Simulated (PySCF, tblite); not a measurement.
# C4H6F3NO: a rotation path, then NMR shifts on frames, part 2 of 2

tblite 0.8.0 and PySCF 2.14.0. Atoms count from 0. The steps go on from the part before.

## 5. Shielding tensors: image 4, PBE0/pcSseg-1

What the job is given:

```
{"job": {"kind": "nmr", "xc": "PBE0", "basis": "pcSseg-1", "pop": false}, "charge": 0, "multiplicity": 1}
C     -1.490900    -0.815600    -0.854000
N     -0.437400    -0.158400    -0.101000
C     -0.940200     0.767300     0.888300
C      0.826000    -0.406400    -0.465600
O      1.140600    -1.170300    -1.354100
C      2.037400     0.278700     0.240500
F      2.854700    -0.668100     0.713900
F      1.826600     1.120000     1.269900
F      2.719700     0.988000    -0.666300
H     -1.043900    -1.433000    -1.629600
H     -2.138900    -0.066200    -1.310600
H     -2.084600    -1.440900    -0.185900
H     -0.184400     1.076600     1.597300
H     -1.343500     1.655400     0.394200
H     -1.745600     0.281000     1.441100
```

With the program's defaults for keys left out, this is: GIAO PBE0/pcSseg-1 NMR shielding, non-relativistic, gas phase.

Log:

```text
coarse grid: 13472 points
cycle   1  E = -584.5389565949  dE =  1.591e+00  |g| = 1.218e+00  |ddm| = 3.375e+00
cycle   2  E = -583.5763187183  dE =  9.626e-01  |g| = 2.577e+00  |ddm| = 2.680e+00
cycle   3  E = -584.7829699617  dE = -1.207e+00  |g| = 3.661e-01  |ddm| = 2.170e+00
cycle   4  E = -584.8040390981  dE = -2.107e-02  |g| = 1.543e-01  |ddm| = 3.421e-01
cycle   5  E = -584.8080078229  dE = -3.969e-03  |g| = 3.409e-02  |ddm| = 1.063e-01
cycle   6  E = -584.8082265994  dE = -2.188e-04  |g| = 1.120e-02  |ddm| = 2.577e-02
cycle   7  E = -584.8082500636  dE = -2.346e-05  |g| = 2.661e-03  |ddm| = 6.980e-03
cycle   8  E = -584.8082513663  dE = -1.303e-06  |g| = 7.247e-04  |ddm| = 2.440e-03
final grid: 134080 points
cycle   9  E = -584.8898040579  dE = -3.489e-05  |g| = 1.254e-02  |ddm| = 2.400e-02
cycle  10  E = -584.8897148850  dE =  8.917e-05  |g| = 2.497e-02  |ddm| = 2.542e-02
cycle  11  E = -584.8898339900  dE = -1.191e-04  |g| = 2.732e-03  |ddm| = 1.836e-02
cycle  12  E = -584.8898354510  dE = -1.461e-06  |g| = 3.409e-04  |ddm| = 1.819e-03
cycle  13  E = -584.8898354638  dE = -1.281e-08  |g| = 1.580e-04  |ddm| = 2.501e-04
cycle  14  E = -584.8898354677  dE = -3.906e-09  |g| = 3.517e-05  |ddm| = 1.059e-04
cycle  15  E = -584.8898354679  dE = -2.588e-10  |g| = 1.086e-05  |ddm| = 3.459e-05
converged SCF energy = -584.8898354679

GIAO shielding tensors (ppm)
atom      isotropic    diamagn.    paramagn.     s11        s22        s33       span
  0 C      149.443     246.634     -97.191    124.603    138.457    185.271     60.668
  1 N      145.720     332.656    -186.936     42.943    179.506    214.711    171.768
  2 C      150.598     246.981     -96.383    130.992    134.765    186.038     55.045
  3 C       26.521     248.719    -222.197    -66.310     63.523     82.351    148.661
  4 O      -66.724     399.692    -466.416   -332.657   -202.027    334.511    667.168
  5 C       59.619     241.496    -181.877     48.544     55.940     74.374     25.829
  6 F      246.155     468.917    -222.762    168.949    233.037    336.477    167.528
  7 F      255.384     475.463    -220.079    194.426    229.097    342.627    148.201
  8 F      245.556     469.442    -223.887    169.081    232.719    334.867    165.785
  9 H       26.836      30.086      -3.249     21.379     27.498     31.633     10.254
 10 H       29.355      29.720      -0.365     24.960     27.234     35.870     10.910
 11 H       29.320      29.677      -0.357     24.709     27.284     35.967     11.258
 12 H       27.120      30.488      -3.368     20.572     28.874     31.913     11.342
 13 H       28.743      30.148      -1.405     25.003     26.028     35.198     10.195
 14 H       29.029      30.263      -1.235     24.756     27.083     35.247     10.491
```

It took 68 s on 1 thread, shared host.

This run: δ C3 160.4, C5 127.3, C0 37.5, C2 36.3, H9 4.88, H12 4.60 ppm.

## 6. Nuclear shieldings: image 6, PBE0/pcSseg-1

What the job is given:

```
{"job": {"kind": "nmr", "xc": "PBE0", "basis": "pcSseg-1", "pop": false}, "charge": 0, "multiplicity": 1}
C     -1.495300    -0.834000    -0.835700
N     -0.429100    -0.164600    -0.114000
C     -0.902300     0.853900     0.794300
C      0.830800    -0.494800    -0.420400
O      1.140400    -1.320600    -1.251700
C      2.014400     0.232800     0.289000
F      3.080800    -0.562300     0.290200
F      1.837000     0.603400     1.571400
F      2.342100     1.350400    -0.381000
H     -1.058800    -1.508400    -1.568700
H     -2.117500    -0.096000    -1.343500
H     -2.111800    -1.401500    -0.137100
H     -0.124500     1.231300     1.445000
H     -1.317000     1.689600     0.225000
H     -1.693400     0.428800     1.415400
```

Level: GIAO PBE0/pcSseg-1 NMR shielding, non-relativistic, gas phase.

Log:

```text
coarse grid: 13472 points
cycle   1  E = -584.5420565018  dE =  1.593e+00  |g| = 1.216e+00  |ddm| = 3.382e+00
cycle   2  E = -583.5963091544  dE =  9.457e-01  |g| = 2.563e+00  |ddm| = 2.713e+00
cycle   3  E = -584.7864967255  dE = -1.190e+00  |g| = 3.550e-01  |ddm| = 2.193e+00
cycle   4  E = -584.8060885388  dE = -1.959e-02  |g| = 1.548e-01  |ddm| = 3.333e-01
cycle   5  E = -584.8101037258  dE = -4.015e-03  |g| = 3.302e-02  |ddm| = 1.061e-01
cycle   6  E = -584.8103098246  dE = -2.061e-04  |g| = 1.093e-02  |ddm| = 2.517e-02
cycle   7  E = -584.8103321006  dE = -2.228e-05  |g| = 2.648e-03  |ddm| = 6.771e-03
cycle   8  E = -584.8103333777  dE = -1.277e-06  |g| = 7.303e-04  |ddm| = 2.438e-03
final grid: 134080 points
cycle   9  E = -584.8925338455  dE = -3.801e-05  |g| = 1.287e-02  |ddm| = 2.499e-02
cycle  10  E = -584.8924407065  dE =  9.314e-05  |g| = 2.557e-02  |ddm| = 2.583e-02
cycle  11  E = -584.8925650772  dE = -1.244e-04  |g| = 2.794e-03  |ddm| = 1.873e-02
cycle  12  E = -584.8925665857  dE = -1.509e-06  |g| = 3.358e-04  |ddm| = 1.860e-03
cycle  13  E = -584.8925665975  dE = -1.181e-08  |g| = 1.621e-04  |ddm| = 2.509e-04
cycle  14  E = -584.8925666018  dE = -4.276e-09  |g| = 3.345e-05  |ddm| = 1.068e-04
cycle  15  E = -584.8925666020  dE = -2.331e-10  |g| = 1.108e-05  |ddm| = 3.394e-05
converged SCF energy = -584.8925666020

GIAO shielding tensors (ppm)
atom      isotropic    diamagn.    paramagn.     s11        s22        s33       span
  0 C      149.955     246.499     -96.544    124.837    139.429    185.599     60.761
  1 N      147.499     332.932    -185.434     45.484    181.323    215.689    170.205
  2 C      150.534     247.266     -96.731    130.956    134.446    186.201     55.244
  3 C       27.341     248.600    -221.259    -65.157     66.297     80.882    146.039
  4 O      -70.167     399.214    -469.381   -347.257   -201.041    337.797    685.055
  5 C       60.021     242.843    -182.822     48.291     53.268     78.503     30.212
  6 F      252.412     467.045    -214.632    177.354    245.728    334.156    156.802
  7 F      252.807     475.167    -222.361    174.708    245.258    338.454    163.746
  8 F      250.439     472.440    -222.001    169.869    241.000    340.449    170.580
  9 H       26.877      30.015      -3.138     21.442     27.432     31.759     10.317
 10 H       29.394      29.700      -0.307     24.951     27.295     35.934     10.983
 11 H       29.286      29.585      -0.299     24.622     27.200     36.036     11.414
 12 H       27.290      30.551      -3.261     20.992     28.948     31.929     10.938
 13 H       28.882      30.288      -1.406     25.113     26.174     35.360     10.248
 14 H       28.942      30.236      -1.294     24.777     26.755     35.292     10.515
```

Wall time 67 s (1 thread, shared host).

Key values: δ C3 159.6, C5 126.9, C0 37.0, C2 36.4, H9 4.84, H12 4.43 ppm.

## 7. NMR shieldings: image 8, PBE0/pcSseg-1

What the job is given:

```
{"job": {"kind": "nmr", "xc": "PBE0", "basis": "pcSseg-1", "pop": false}, "charge": 0, "multiplicity": 1}
C     -1.505100    -0.854000    -0.819300
N     -0.420000    -0.180200    -0.136200
C     -0.828300     0.916300     0.709900
C      0.831900    -0.574000    -0.397100
O      1.140600    -1.486800    -1.129400
C      1.964600     0.222800     0.312500
F      3.156600    -0.217300    -0.069400
F      1.916500     0.113600     1.654500
F      1.923800     1.540100     0.035300
H     -1.085400    -1.614800    -1.473400
H     -2.072800    -0.134400    -1.411000
H     -2.169200    -1.323600    -0.092400
H     -0.035900     1.249400     1.370700
H     -1.153900     1.761800     0.098200
H     -1.667700     0.589000     1.325300
```

Level: GIAO PBE0/pcSseg-1 NMR shielding, non-relativistic, gas phase.

Log:

```text
coarse grid: 13472 points
cycle   1  E = -584.5497276951  dE =  1.596e+00  |g| = 1.212e+00  |ddm| = 3.390e+00
cycle   2  E = -583.6266686864  dE =  9.231e-01  |g| = 2.542e+00  |ddm| = 2.761e+00
cycle   3  E = -584.7932258483  dE = -1.167e+00  |g| = 3.466e-01  |ddm| = 2.229e+00
cycle   4  E = -584.8118808210  dE = -1.865e-02  |g| = 1.530e-01  |ddm| = 3.281e-01
cycle   5  E = -584.8158094768  dE = -3.929e-03  |g| = 3.200e-02  |ddm| = 1.054e-01
cycle   6  E = -584.8160038969  dE = -1.944e-04  |g| = 1.059e-02  |ddm| = 2.466e-02
cycle   7  E = -584.8160247293  dE = -2.083e-05  |g| = 2.619e-03  |ddm| = 6.518e-03
cycle   8  E = -584.8160259689  dE = -1.240e-06  |g| = 7.254e-04  |ddm| = 2.450e-03
final grid: 134080 points
cycle   9  E = -584.8965989281  dE = -3.740e-05  |g| = 1.232e-02  |ddm| = 2.827e-02
cycle  10  E = -584.8965131321  dE =  8.580e-05  |g| = 2.449e-02  |ddm| = 2.517e-02
cycle  11  E = -584.8966279896  dE = -1.149e-04  |g| = 2.644e-03  |ddm| = 1.821e-02
cycle  12  E = -584.8966293664  dE = -1.377e-06  |g| = 3.320e-04  |ddm| = 1.780e-03
cycle  13  E = -584.8966293786  dE = -1.212e-08  |g| = 1.584e-04  |ddm| = 2.568e-04
cycle  14  E = -584.8966293823  dE = -3.763e-09  |g| = 3.520e-05  |ddm| = 1.045e-04
cycle  15  E = -584.8966293826  dE = -2.594e-10  |g| = 1.048e-05  |ddm| = 3.444e-05
converged SCF energy = -584.8966293826

GIAO shielding tensors (ppm)
atom      isotropic    diamagn.    paramagn.     s11        s22        s33       span
  0 C      151.083     246.195     -95.112    125.635    141.934    185.681     60.046
  1 N      148.949     333.404    -184.455     44.888    182.801    219.159    174.271
  2 C      149.667     247.206     -97.540    131.054    134.398    183.548     52.494
  3 C       27.351     248.503    -221.152    -64.626     68.019     78.659    143.285
  4 O      -68.756     398.849    -467.605   -351.716   -197.229    342.677    694.392
  5 C       60.545     244.702    -184.157     47.915     52.977     80.741     32.826
  6 F      260.638     466.629    -205.992    185.541    261.780    334.592    149.051
  7 F      251.091     474.504    -223.413    164.530    247.566    341.176    176.646
  8 F      250.865     475.166    -224.301    164.513    252.181    335.900    171.387
  9 H       26.979      29.896      -2.916     21.622     27.376     31.940     10.318
 10 H       29.339      29.541      -0.202     24.717     27.239     36.061     11.345
 11 H       29.335      29.506      -0.170     24.607     27.249     36.150     11.543
 12 H       27.728      30.806      -3.078     22.401     29.444     31.340      8.939
 13 H       28.772      30.263      -1.491     25.241     25.828     35.247     10.006
 14 H       29.030      30.330      -1.300     24.774     26.979     35.335     10.560
```

Run time: 68 s. Hardware: 1 thread, shared host.

Key values: δ C3 159.6, C5 126.4, C2 37.3, C0 35.8, H9 4.74, H12 3.99 ppm.

## 8. Side by side: NMR shifts

Shifts (ppm) of some atoms, chosen among heavy atoms and hydrogens apart, with basis size and wall time:

| frame | H12 | H13 | N1 | O4 | F7 | F6 | F8 | functions | time |
| --- | --- | --- | --- | --- | --- | --- | --- | --- | --- |
| image 0 | 3.99 | 2.94 | 118.9 | 404.9 | -79.8 | -80.2 | -89.7 | 183 | 77 s |
| image 2 | 4.16 | 3.07 | 119.6 | 405.4 | -79.0 | -77.9 | -81.3 | 183 | 67 s |
| image 4 | 4.60 | 2.97 | 122.0 | 402.8 | -84.4 | -75.2 | -74.6 | 183 | 68 s |
| image 6 | 4.43 | 2.83 | 120.2 | 406.2 | -81.9 | -81.5 | -79.5 | 183 | 67 s |
| image 8 | 3.99 | 2.95 | 118.8 | 404.8 | -80.1 | -89.7 | -79.9 | 183 | 68 s |

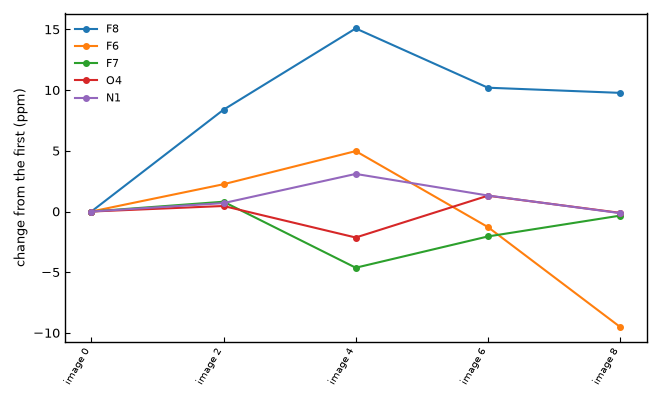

How five of the tabulated atoms move from run to run.

## 9. Results

This closing draws on all 2 parts.

| quantity | value |
| --- | --- |
| barrier | 0.183 eV (4.2 kcal/mol) at image 4 |
| end to end (GFN2-xTB) | 0.000 eV |
| 13C shifts against TMS (PBE0/pcSseg-1, image 0) | 159.6, 126.4, 37.3, 35.8 ppm |
| 1H shifts against TMS (PBE0/pcSseg-1, image 0) | 4.76, 3.99, 2.94, 2.70, 2.39, 2.37 ppm |
| 15N shifts against NH3 (PBE0/pcSseg-1, image 0) | 118.9 ppm |
| 17O shifts against H2O (PBE0/pcSseg-1, image 0) | 404.9 ppm |
| 19F shifts against CFCl3 (PBE0/pcSseg-1, image 0) | -79.8, -80.2, -89.7 ppm |
| range of the shift of F8 | -89.7 to -74.6 ppm |

**Reading.** Along the band the dihedral turns by 120°, and the top (dihedral 123°) lies 4.2 kcal/mol above the start (GFN2-xTB, rough), so at room temperature this motion is fast. The top was not checked by a frequency run. Shifts at one fixed geometry are not the observed spectrum, which averages over the motion. In the first frame run (image 0): The widest tensor belongs to O4: span 695 ppm, with a paramagnetic part of -468 ppm. In ppm, F8 moves most: its shift spreads over 15.1 ppm, from -89.7 (image 0) to -74.6 (image 4).
